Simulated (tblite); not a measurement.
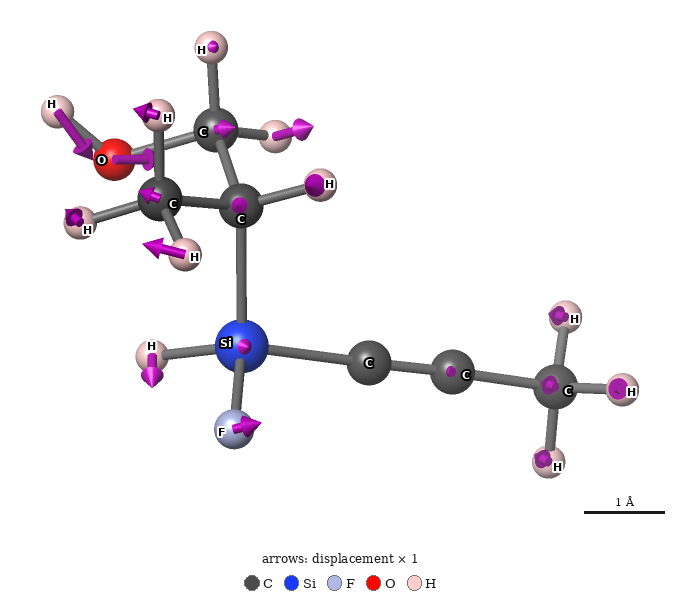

This is a relaxation of C6H11FOSi. The starting structure is drawn; purple arrows show the displacements, at their true length. The two geometries are superimposed by the best rigid fit.

The picture is a ball-and-stick view, seen from a free direction.

All numbers below come from tblite 0.8.0, GFN2-xTB geometry optimisation, gas phase. 

Q: What did the optimiser do to the structure, and how much energy did it gain?

A: The atom that moves furthest after the best rigid fit is an H atom (0.82 Å). By element the largest moves are H 0.82 Å, O 0.74 Å, F 0.39 Å, C 0.30 Å, Si 0.19 Å. Near-neighbour distances that change, for instance: F–Si 1.700 → 1.624 Å, C–H 1.140 → 1.090 Å, C–Si 1.869 → 1.910 Å, C–C 1.474 → 1.443 Å. Bond angles that change, for instance: F–Si–H 113.2° → 103.5°, C–Si–H 107.0° → 114.8°, C–C–O 105.5° → 112.2°. Groups turn about C–O by about 45°, C–Si by about 25°. Over 167 geometry steps the energy falls by 0.556 eV.
